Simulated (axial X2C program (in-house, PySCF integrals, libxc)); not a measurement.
**Linear TiOH at several levels**

Aim: the two bond lengths and stretching wavenumbers of linear TiOH, with and without spin–orbit coupling, at PBE0, HF, TPSSh, MP2.

Program: an in-house X2C program for linear molecules on PySCF integrals. Level of theory: all-electron X2C, two-component (2c) or spin-free, Ti dyall-v3z, O dyall-av3z, H dyall-v3z. These are calculated values, not measurements.

All values are calculated.

2 further runs of the same task are left out: 2 set aside as unsound or not needed.

## Step 1: Set-up

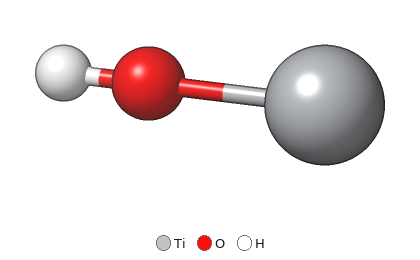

The atoms on one line, bonds 1.990 and 0.960 Å (titanium light grey, oxygen red, hydrogen white).

File task.json:

```json
{
 "zs": [
  22,
  8,
  1
 ],
 "q": 0,
 "bas": [
  "dyall-v3z",
  "dyall-av3z",
  "dyall-v3z"
 ],
 "r0": [
  1.99,
  0.96
 ],
 "symm": 0,
 "scan": [
  "PBE0",
  "HF",
  "TPSSh"
 ],
 "levels": [
  "PBE0",
  "HF",
  "PBE"
 ],
 "nst": 2
}
```

Keys: zs atomic numbers; q charge; bas basis sets; r0 starting distance in Å; symm equal bonds; scan levels of the two-bond scan (MP2 follows by itself at each HF point); levels methods; nst determinants followed.

Run with:

```
python solin.py task.json out
```

Masses Ti 47.948, O 15.995, H 1.008 u.

## Step 2: Scan at PBE0, 2c

State: Ω = 3/2 (beyond evenly filled blocks: ω = 1/2, ω = -3/2, ω = 5/2). Energies above the lowest point, from the job's result record:

```
r(Ti–O) (Å)  r(O–H) (Å)  E (meV)
     1.7443      0.9272    43.92
     1.7443      0.9510    27.28
     1.7443      0.9748    42.58
     1.7890      0.9272    16.03
     1.7890      0.9510     0.00
     1.7890      0.9748    15.91
     1.7890      0.9986    58.93
     1.8337      0.9272    41.11
     1.8337      0.9510    25.49
     1.8337      0.9748    41.82
     1.8784      0.9510    93.06
     1.8784      0.9986   153.33
```

A quadratic surface with cubic terms in each bond gives the minimum at 1.788 and 0.951 Å, force constants 4.24, 9.04 and coupling 0.06 mdyn/Å.

## Step 3: Scan at HF, 2c

State: Ω = 3/2 (beyond evenly filled blocks: ω = 1/2, ω = -3/2, ω = 5/2). Energies above the lowest point, from the job's result record:

```
r(Ti–O) (Å)  r(O–H) (Å)  E (meV)
     1.7443      0.9272   146.04
     1.7443      0.9510   156.07
     1.7443      0.9748   198.28
     1.7890      0.9272    41.70
     1.7890      0.9510    52.27
     1.7890      0.9748    95.04
     1.7890      0.9986   165.12
     1.8337      0.9272     0.00
     1.8337      0.9510    10.93
     1.8337      0.9748    54.05
     1.8784      0.9510    20.34
     1.8784      0.9986   134.28
```

A quadratic surface with cubic terms in each bond gives the minimum at 1.847 and 0.932 Å, force constants 3.79, 10.2 and coupling 0.05 mdyn/Å.

## Step 4: Scan at TPSSh, 2c

State: Ω = 3/2 (beyond evenly filled blocks: ω = 1/2, ω = -3/2, ω = 5/2). Energies above the lowest point, from the job's result record:

| r(Ti–O) (Å) | r(O–H) (Å) | E (meV) |
| --- | --- | --- |
| 1.7443 | 0.9272 | 50.48 |
| 1.7443 | 0.9510 | 27.51 |
| 1.7443 | 0.9748 | 36.19 |
| 1.7890 | 0.9272 | 22.35 |
| 1.7890 | 0.9510 | 0.00 |
| 1.7890 | 0.9748 | 9.30 |
| 1.7890 | 0.9986 | 45.47 |
| 1.8337 | 0.9272 | 47.21 |
| 1.8337 | 0.9510 | 25.28 |
| 1.8337 | 0.9748 | 35.01 |
| 1.8784 | 0.9510 | 92.52 |
| 1.8784 | 0.9986 | 139.35 |

A quadratic surface with cubic terms in each bond gives the minimum at 1.788 and 0.955 Å, force constants 4.24, 8.69 and coupling 0.06 mdyn/Å.

## Step 5: The levels side by side

| level | r(Ti–O) (Å) | r(O–H) (Å) | lower stretch (cm⁻¹) | upper stretch (cm⁻¹) |
| --- | --- | --- | --- | --- |
| PBE0, 2c | 1.788 | 0.951 | 756.9 | 4025.6 |
| HF, 2c | 1.847 | 0.932 | 715.3 | 4272.2 |
| TPSSh, 2c | 1.788 | 0.955 | 756.9 | 3945.4 |
| MP2, 2c | 1.803 | 0.955 | 740.8 | 3974.1 |
| PBE0, spin-free | 1.788 | 0.951 | 756.9 | 4025.2 |
| HF, spin-free | 1.847 | 0.932 | 715.3 | 4272.1 |
| TPSSh, spin-free | 1.788 | 0.955 | 756.9 | 3945.2 |
| MP2, spin-free | 1.803 | 0.955 | 740.8 | 3972.9 |

Scans not shown above were run alike.

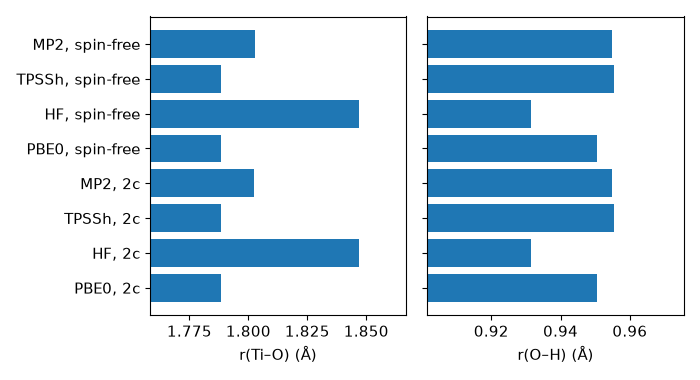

The two bond lengths by level.

What this shows: Over the levels the Ti–O bond spans 1.788 to 1.847 Å and the O–H bond 0.932 to 0.955 Å. At PBE0 spin–orbit coupling leaves both bonds unchanged to 0.001 Å. Each state is one determinant, the lowest of a limited PBE0 search; the stretches come from a fit to few points and are good to some per cent at best. MP2 freezes inner shells (threshold -2 hartree). The molecule was held linear; bending was not examined, so a bent shape may lie lower. Note: several unpaired electrons, one determinant need not be a pure state.
